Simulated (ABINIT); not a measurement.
# CsSnH3 (Pm-3m): zone-centre phonons, part 3 of 4

Aim: the zone-centre modes of CsSnH3 (Pm-3m).

ABINIT 10.8.3; DFT PBE, scalar-relativistic, plane waves, PseudoDojo norm-conserving pseudopotentials.

So far. Step 5 (Relaxing the cell and atoms): The volume changes by -0.5 % in this run and stands -16.7 % from the first cell. Step 7 (Linear response at Γ): The acoustic modes at Γ come out as far as 0.3 cm⁻¹ from zero, where they should vanish, a small numerical error. The lowest optical mode is imaginary, 1243i cm⁻¹, an instability at this level and on this k mesh. The relaxed cell has a = 4.518 Å (conventional setting).

The structure was built from a prototype and need not be the compound's stable phase.

**8. Modes with the sum rule**

anaddb reads the merged derivatives and imposes the acoustic sum rule.

Contents of anaddb.abi:

```
ddb_filepath "gamma_DDB"
output_file "anaddb.abo"
outdata_prefix "anaddb"
asr 1
chneut 1
enunit 2
eivec 1
nph1l 1
qph1l 0.0 0.0 0.0 1.0
```

Contents of mrgddb.in:

```
gamma_DDB
merged
2
dfpt_gammao_DDB
gso_DDB
```

The run is started by

```
$ mrgddb < mrgddb.in > mrgddb.log
$ OMP_NUM_THREADS=1 anaddb anaddb.abi > anaddb.log
```

anaddb.abo, the main output file:

```text
-outvars_anaddb: echo values of input variables ----------------------

 Miscellaneous information :
      enunit         2
       eivec         1
         asr         1
 First list of wavevector (reduced coord.) :
       nph1l         1
       qph1l
                     0.00000000E+00  0.00000000E+00  0.00000000E+00    1.000E+00

================================================================================

 read the DDB information and perform some checks

  ==== Info on the Cryst% object ====
 Real(R)+Recip(G) space primitive vectors, cartesian coordinates (Bohr,Bohr^-1):
 R(1)=  8.5369342  0.0000000  0.0000000  G(1)=  0.1171381  0.0000000  0.0000000
 R(2)=  0.0000000  8.5369342  0.0000000  G(2)=  0.0000000  0.1171381  0.0000000
 R(3)=  0.0000000  0.0000000  8.5369342  G(3)=  0.0000000  0.0000000  0.1171381
 Unit cell volume ucvol=  6.2216533E+02 bohr^3
 Angles (23,13,12)=  9.00000000E+01  9.00000000E+01  9.00000000E+01 degrees
 Time-reversal symmetry is present
 Reduced atomic positions [iatom, xred, symbol]:
    1)    0.0000000  0.0000000  0.0000000  Cs
    2)    0.5000000  0.5000000  0.5000000  Sn
    3)    0.5000000  0.5000000  0.0000000   H
    4)    0.5000000  0.0000000  0.5000000   H
    5)    0.0000000  0.5000000  0.5000000   H

 DDB file with 3 blocks has been read.

================================================================================

 Treat the first list of vectors

  Phonon wavevector (reduced coordinates) :  0.00000  0.00000  0.00000
 Phonon energies in Hartree :
  -5.662841E-03 -5.662841E-03 -5.662841E-03  0.000000E+00  0.000000E+00
   0.000000E+00  3.559095E-04  3.559095E-04  3.559095E-04  2.577263E-03
   2.577263E-03  2.577263E-03  2.712689E-03  2.712689E-03  2.712689E-03
 Phonon energies in meV     :
- -1.540938E+02 -1.540938E+02 -1.540938E+02  0.000000E+00  0.000000E+00
-  0.000000E+00  9.684792E+00  9.684792E+00  9.684792E+00  7.013089E+01
-  7.013089E+01  7.013089E+01  7.381604E+01  7.381604E+01  7.381604E+01
 Phonon frequencies in cm-1    :
- -1.242850E+03 -1.242850E+03 -1.242850E+03  0.000000E+00  0.000000E+00
-  0.000000E+00  7.811311E+01  7.811311E+01  7.811311E+01  5.656438E+02
-  5.656438E+02  5.656438E+02  5.953665E+02  5.953665E+02  5.953665E+02
 Phonon frequencies in Thz     :
- -3.725971E+01 -3.725971E+01 -3.725971E+01  0.000000E+00  0.000000E+00
-  0.000000E+00  2.341772E+00  2.341772E+00  2.341772E+00  1.695757E+01
-  1.695757E+01  1.695757E+01  1.784864E+01  1.784864E+01  1.784864E+01
 Phonon energies in Kelvin  :
- -1.788184E+03 -1.788184E+03 -1.788184E+03  0.000000E+00  0.000000E+00
-  0.000000E+00  1.123873E+02  1.123873E+02  1.123873E+02  8.138352E+02
-  8.138352E+02  8.138352E+02  8.565995E+02  8.565995E+02  8.565995E+02

 Eigendisplacements
 (will be given, for each mode : in cartesian coordinates
   for each atom the real part of the displacement vector,
   then the imaginary part of the displacement vector - absolute values smaller than 1.0d-7 are set to zero)
  Mode number    1   Energy   -5.662841E-03
 Attention : low frequency mode.
   (Could be unstable or acoustic mode)
-  1  2.62176448E-05  0.00000000E+00  0.00000000E+00
-     0.00000000E+00  0.00000000E+00  0.00000000E+00
-  2  1.45026872E-04  0.00000000E+00  0.00000000E+00
-     0.00000000E+00  0.00000000E+00  0.00000000E+00
-  3  1.33023283E-03 -8.05021544E-07  0.00000000E+00
-     0.00000000E+00  0.00000000E+00  0.00000000E+00
-  4  1.33023283E-03  1.40388688E-05  0.00000000E+00
-     0.00000000E+00  0.00000000E+00  0.00000000E+00
-  5 -2.31980924E-02 -8.05021544E-07  0.00000000E+00
-     0.00000000E+00  0.00000000E+00  0.00000000E+00
  Mode number    2   Energy   -5.662841E-03
 Attention : low frequency mode.
   (Could be unstable or acoustic mode)
-  1  0.00000000E+00  2.62176448E-05  0.00000000E+00
-     0.00000000E+00  0.00000000E+00  0.00000000E+00
-  2  0.00000000E+00  1.45026872E-04  0.00000000E+00
-     0.00000000E+00  0.00000000E+00  0.00000000E+00
-  3  8.05021544E-07  1.33023283E-03  0.00000000E+00
-     0.00000000E+00  0.00000000E+00  0.00000000E+00
-  4  8.05021544E-07 -2.31980924E-02  0.00000000E+00
-     0.00000000E+00  0.00000000E+00  0.00000000E+00
-  5 -1.40388688E-05  1.33023283E-03  0.00000000E+00
-     0.00000000E+00  0.00000000E+00  0.00000000E+00
  Mode number    3   Energy   -5.662841E-03
 Attention : low frequency mode.
   (Could be unstable or acoustic mode)
-  1  0.00000000E+00  0.00000000E+00  2.62176496E-05
-     0.00000000E+00  0.00000000E+00  0.00000000E+00
-  2  0.00000000E+00  0.00000000E+00  1.45026899E-04
-     0.00000000E+00  0.00000000E+00  0.00000000E+00
-  3  0.00000000E+00  0.00000000E+00 -2.31980966E-02
-     0.00000000E+00  0.00000000E+00  0.00000000E+00
-  4  0.00000000E+00  0.00000000E+00  1.33023307E-03
-     0.00000000E+00  0.00000000E+00  0.00000000E+00
-  5  0.00000000E+00  0.00000000E+00  1.33023307E-03
-     0.00000000E+00  0.00000000E+00  0.00000000E+00
  Mode number    4   Energy    0.000000E+00
 Attention : low frequency mode.
   (Could be unstable or acoustic mode)
-  1  0.00000000E+00  0.00000000E+00 -1.46775324E-03
-     0.00000000E+00  0.00000000E+00  0.00000000E+00
-  2  0.00000000E+00  0.00000000E+00 -1.46778293E-03
-     0.00000000E+00  0.00000000E+00  0.00000000E+00
-  3  0.00000000E+00  0.00000000E+00 -1.46777482E-03
-     0.00000000E+00  0.00000000E+00  0.00000000E+00
-  4  0.00000000E+00  0.00000000E+00 -1.46779901E-03
-     0.00000000E+00  0.00000000E+00  0.00000000E+00
-  5  0.00000000E+00  0.00000000E+00 -1.46779901E-03
-     0.00000000E+00  0.00000000E+00  0.00000000E+00
  Mode number    5   Energy    0.000000E+00
 Attention : low frequency mode.
   (Could be unstable or acoustic mode)
-  1  3.77629836E-07 -1.46775319E-03  0.00000000E+00
-     0.00000000E+00  0.00000000E+00  0.00000000E+00
-  2  3.77637475E-07 -1.46778288E-03  0.00000000E+00
-     0.00000000E+00  0.00000000E+00  0.00000000E+00
-  3  3.77641611E-07 -1.46779896E-03  0.00000000E+00
-     0.00000000E+00  0.00000000E+00  0.00000000E+00
-  4  3.77641611E-07 -1.46777477E-03  0.00000000E+00
-     0.00000000E+00  0.00000000E+00  0.00000000E+00
-  5  3.77635388E-07 -1.46779896E-03  0.00000000E+00
-     0.00000000E+00  0.00000000E+00  0.00000000E+00
  Mode number    6   Energy    0.000000E+00
 Attention : low frequency mode.
   (Could be unstable or acoustic mode)
-  1  1.46775319E-03  3.77630255E-07  0.00000000E+00
-     0.00000000E+00  0.00000000E+00  0.00000000E+00
-  2  1.46778288E-03  3.77637893E-07  0.00000000E+00
-     0.00000000E+00  0.00000000E+00  0.00000000E+00
-  3  1.46779896E-03  3.77642030E-07  0.00000000E+00
-     0.00000000E+00  0.00000000E+00  0.00000000E+00
-  4  1.46779896E-03  3.77635806E-07  0.00000000E+00
-     0.00000000E+00  0.00000000E+00  0.00000000E+00
-  5  1.46777477E-03  3.77642030E-07  0.00000000E+00
-     0.00000000E+00  0.00000000E+00  0.00000000E+00
  Mode number    7   Energy    3.559095E-04
-  1  0.00000000E+00  0.00000000E+00 -1.40366874E-03
-     0.00000000E+00  0.00000000E+00  0.00000000E+00
-  2  0.00000000E+00  0.00000000E+00  1.54567562E-03
-     0.00000000E+00  0.00000000E+00  0.00000000E+00
-  3  0.00000000E+00  0.00000000E+00  1.04338546E-03
-     0.00000000E+00  0.00000000E+00  0.00000000E+00
-  4  0.00000000E+00  0.00000000E+00  9.98365445E-04
-     0.00000000E+00  0.00000000E+00  0.00000000E+00
-  5  0.00000000E+00  0.00000000E+00  9.98365445E-04
-     0.00000000E+00  0.00000000E+00  0.00000000E+00
  Mode number    8   Energy    3.559095E-04
-  1  0.00000000E+00  1.40366874E-03  0.00000000E+00
-     0.00000000E+00  0.00000000E+00  0.00000000E+00
-  2  0.00000000E+00 -1.54567562E-03  0.00000000E+00
-     0.00000000E+00  0.00000000E+00  0.00000000E+00
-  3  0.00000000E+00 -9.98365445E-04  0.00000000E+00
-     0.00000000E+00  0.00000000E+00  0.00000000E+00
-  4  0.00000000E+00 -1.04338546E-03  0.00000000E+00
-     0.00000000E+00  0.00000000E+00  0.00000000E+00
-  5  0.00000000E+00 -9.98365445E-04  0.00000000E+00
-     0.00000000E+00  0.00000000E+00  0.00000000E+00
  Mode number    9   Energy    3.559095E-04
-  1  1.40366874E-03  0.00000000E+00  0.00000000E+00
-     0.00000000E+00  0.00000000E+00  0.00000000E+00
-  2 -1.54567562E-03  0.00000000E+00  0.00000000E+00
-     0.00000000E+00  0.00000000E+00  0.00000000E+00
-  3 -9.98365446E-04  0.00000000E+00  0.00000000E+00
-     0.00000000E+00  0.00000000E+00  0.00000000E+00
-  4 -9.98365446E-04  0.00000000E+00  0.00000000E+00
-     0.00000000E+00  0.00000000E+00  0.00000000E+00
-  5 -1.04338546E-03  0.00000000E+00  0.00000000E+00
-     0.00000000E+00  0.00000000E+00  0.00000000E+00
  Mode number   10   Energy    2.577263E-03
-  1  0.00000000E+00  0.00000000E+00  0.00000000E+00
-     0.00000000E+00  0.00000000E+00  0.00000000E+00
-  2  0.00000000E+00  0.00000000E+00  0.00000000E+00
-     0.00000000E+00  0.00000000E+00  0.00000000E+00
-  3  0.00000000E+00  2.43472189E-06  0.00000000E+00
-     0.00000000E+00  0.00000000E+00  0.00000000E+00
-  4  0.00000000E+00  0.00000000E+00 -1.64963403E-02
-     0.00000000E+00  0.00000000E+00  0.00000000E+00
-  5  0.00000000E+00 -2.43472189E-06  1.64963403E-02
-     0.00000000E+00  0.00000000E+00  0.00000000E+00
  Mode number   11   Energy    2.577263E-03
-  1  0.00000000E+00  0.00000000E+00  0.00000000E+00
-     0.00000000E+00  0.00000000E+00  0.00000000E+00
-  2  0.00000000E+00  0.00000000E+00  0.00000000E+00
-     0.00000000E+00  0.00000000E+00  0.00000000E+00
-  3  3.17087889E-07 -1.64963403E-02  0.00000000E+00
-     0.00000000E+00  0.00000000E+00  0.00000000E+00
-  4 -3.17087889E-07  0.00000000E+00 -2.43472189E-06
-     0.00000000E+00  0.00000000E+00  0.00000000E+00
-  5  0.00000000E+00  1.64963403E-02  2.43472190E-06
-     0.00000000E+00  0.00000000E+00  0.00000000E+00
  Mode number   12   Energy    2.577263E-03
-  1  0.00000000E+00  0.00000000E+00  0.00000000E+00
-     0.00000000E+00  0.00000000E+00  0.00000000E+00
-  2  0.00000000E+00  0.00000000E+00  0.00000000E+00
-     0.00000000E+00  0.00000000E+00  0.00000000E+00
-  3  1.64963404E-02  3.17087905E-07  0.00000000E+00
-     0.00000000E+00  0.00000000E+00  0.00000000E+00
-  4 -1.64963404E-02  0.00000000E+00  0.00000000E+00
-     0.00000000E+00  0.00000000E+00  0.00000000E+00
-  5  0.00000000E+00 -3.17087905E-07  0.00000000E+00
-     0.00000000E+00  0.00000000E+00  0.00000000E+00
  Mode number   13   Energy    2.712689E-03
-  1  0.00000000E+00  0.00000000E+00  4.81979159E-05
-     0.00000000E+00  0.00000000E+00  0.00000000E+00
-  2  0.00000000E+00  0.00000000E+00  2.38000513E-04
-     0.00000000E+00  0.00000000E+00  0.00000000E+00
-  3  0.00000000E+00 -1.57533604E-06 -1.69227486E-03
-     0.00000000E+00  0.00000000E+00  0.00000000E+00
-  4  0.00000000E+00 -1.63086844E-07 -1.63465152E-02
-     0.00000000E+00  0.00000000E+00  0.00000000E+00
-  5  0.00000000E+00 -1.57533604E-06 -1.63465152E-02
-     0.00000000E+00  0.00000000E+00  0.00000000E+00
  Mode number   14   Energy    2.712689E-03
-  1  0.00000000E+00 -4.81979159E-05  0.00000000E+00
-     0.00000000E+00  0.00000000E+00  0.00000000E+00
-  2  0.00000000E+00 -2.38000513E-04  0.00000000E+00
-     0.00000000E+00  0.00000000E+00  0.00000000E+00
-  3 -4.95706340E-07  1.63465152E-02 -1.63086759E-07
-     0.00000000E+00  0.00000000E+00  0.00000000E+00
-  4 -4.95706340E-07  1.69227486E-03 -1.57533522E-06
-     0.00000000E+00  0.00000000E+00  0.00000000E+00
-  5  0.00000000E+00  1.63465152E-02 -1.57533522E-06
-     0.00000000E+00  0.00000000E+00  0.00000000E+00
  Mode number   15   Energy    2.712689E-03
-  1  4.81979161E-05  0.00000000E+00  0.00000000E+00
-     0.00000000E+00  0.00000000E+00  0.00000000E+00
-  2  2.38000514E-04  0.00000000E+00  0.00000000E+00
-     0.00000000E+00  0.00000000E+00  0.00000000E+00
-  3 -1.63465152E-02 -4.95703737E-07  0.00000000E+00
-     0.00000000E+00  0.00000000E+00  0.00000000E+00
-  4 -1.63465152E-02  0.00000000E+00  0.00000000E+00
-     0.00000000E+00  0.00000000E+00  0.00000000E+00
-  5 -1.69227486E-03 -4.95703737E-07  0.00000000E+00
-     0.00000000E+00  0.00000000E+00  0.00000000E+00

 Analysis of degeneracies and characters (maximum tolerance=1.00E-06 a.u.)
 For each vibration mode, or group of modes if degenerate,
 the characters are given for each symmetry operation (see the list in the log file).
 Symmetry characters of vibration mode #   1
       degenerate with vibration modes #   2 to    3
  3.0 -3.0 -1.0  1.0 -1.0  1.0 -1.0  1.0  1.0 -1.0 -1.0  1.0  1.0 -1.0 -1.0  1.0
 -0.0  0.0 -0.0  0.0  0.0 -0.0  0.0 -0.0  1.0 -1.0 -1.0  1.0 -1.0  1.0  1.0 -1.0
 -0.0  0.0  0.0 -0.0  0.0 -0.0 -0.0  0.0  1.0 -1.0  1.0 -1.0 -1.0  1.0 -1.0  1.0
 Symmetry characters of vibration mode #   4
       degenerate with vibration modes #   5 to    6
  3.0 -3.0 -1.0  1.0 -1.0  1.0 -1.0  1.0  1.0 -1.0 -1.0  1.0  1.0 -1.0 -1.0  1.0
  0.0 -0.0  0.0 -0.0 -0.0  0.0 -0.0  0.0  1.0 -1.0 -1.0  1.0 -1.0  1.0  1.0 -1.0
  0.0 -0.0 -0.0  0.0 -0.0  0.0  0.0 -0.0  1.0 -1.0  1.0 -1.0 -1.0  1.0 -1.0  1.0
 Symmetry characters of vibration mode #   7
       degenerate with vibration modes #   8 to    9
  3.0 -3.0 -1.0  1.0 -1.0  1.0 -1.0  1.0  1.0 -1.0 -1.0  1.0  1.0 -1.0 -1.0  1.0
  0.0 -0.0  0.0 -0.0 -0.0  0.0 -0.0  0.0  1.0 -1.0 -1.0  1.0 -1.0  1.0  1.0 -1.0
  0.0 -0.0 -0.0  0.0 -0.0  0.0  0.0 -0.0  1.0 -1.0  1.0 -1.0 -1.0  1.0 -1.0  1.0
 Symmetry characters of vibration mode #  10
       degenerate with vibration modes #  11 to   12
  3.0 -3.0 -1.0  1.0 -1.0  1.0 -1.0  1.0 -1.0  1.0  1.0 -1.0 -1.0  1.0  1.0 -1.0
  0.0 -0.0  0.0 -0.0 -0.0  0.0 -0.0  0.0 -1.0  1.0  1.0 -1.0  1.0 -1.0 -1.0  1.0
  0.0 -0.0 -0.0  0.0 -0.0  0.0  0.0 -0.0 -1.0  1.0 -1.0  1.0  1.0 -1.0  1.0 -1.0
 Symmetry characters of vibration mode #  13
       degenerate with vibration modes #  14 to   15
  3.0 -3.0 -1.0  1.0 -1.0  1.0 -1.0  1.0  1.0 -1.0 -1.0  1.0  1.0 -1.0 -1.0  1.0
 -0.0  0.0 -0.0  0.0  0.0 -0.0  0.0 -0.0  1.0 -1.0 -1.0  1.0 -1.0  1.0  1.0 -1.0
 -0.0  0.0  0.0 -0.0  0.0 -0.0 -0.0  0.0  1.0 -1.0  1.0 -1.0 -1.0  1.0 -1.0  1.0
-
```

Elapsed: 0.5 s, on 1 thread of Arm Neoverse V2, shared host.

No LO-TO term; unit eigenvectors of the mass-weighted matrix, from anaddb's displacements. Modes at Γ, with each element's share of the kinetic energy (negative means imaginary):

```
mode  frequency (cm⁻¹)  symmetry  Cs %  Sn %  H %
   1           -1242.8       T1u     0     0  100
   2           -1242.8       T1u     0     0  100
   3           -1242.8       T1u     0     0  100
   4               0.0  acoustic    52    47    1
   5               0.0  acoustic    52    47    1
   6               0.0  acoustic    52    47    1
   7              78.1       T1u    48    52    1
   8              78.1       T1u    48    52    1
   9              78.1       T1u    48    52    1
  10             565.6       T2u     0     0  100
  11             565.6       T2u     0     0  100
  12             565.6       T2u     0     0  100
  13             595.4       T1u     0     1   99
  14             595.4       T1u     0     1   99
  15             595.4       T1u     0     1   99
```

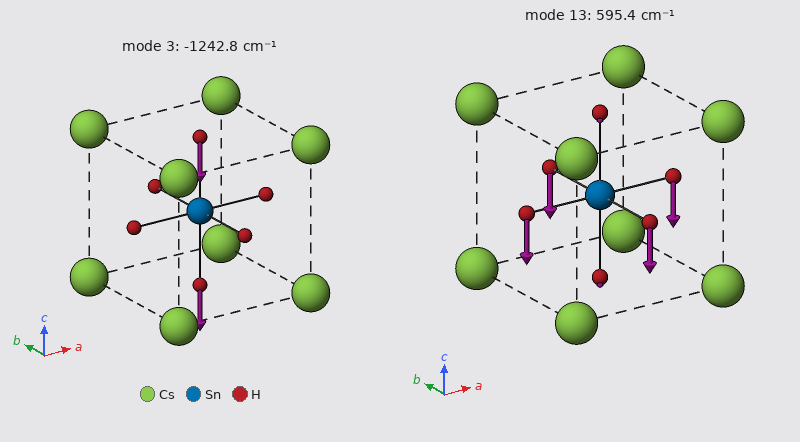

Displacement patterns of modes 3 and 13 at Γ; arrows are exaggerated. Some periodic images of atoms are drawn too.

The rule moves no optical mode by more than 0.1 cm⁻¹.

[end of part 3 of 4]

[Host names and launcher messages were left out of these logs when they were recorded.]

[Logs are printed without paths, hosts, clocks, repeated set-up lines and the standing remarks that a program may print on its own settings, such as how far it seeks lower states.]

[Hosts, paths, dates, database ids (printed as entryN), source tags and the programs' standing remarks are cut or masked in the printed files.]
